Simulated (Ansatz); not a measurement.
# Sn: response to strain

The parent structure is Sn in the diamond structure (space group Fd-3m, No. 227; a = 6.541 Å; relaxed with 0.1 eV smearing).

Strains are applied to the cell and any free atomic positions relax.

Calculations: plane-wave PAW DFT at the PBEsol level (Ansatz, a quantum-chemistry and plane-wave program, 420 eV), no SOC.

Notes on the quantities. energy relative to the base: free energy F.

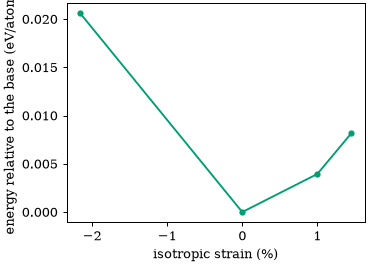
*Energy relative to the base against isotropic strain*

**Question.** From the plot, what is the energy relative to the base for isotropic strain −2.16 %?

**Answer.** About 0.021 eV/atom.

**Question.** Is the trend monotonic over the range shown?

**Answer.** No, it turns within the range, spanning 0 meV/atom to +21 meV/atom.

Stability against distortions was not tested.
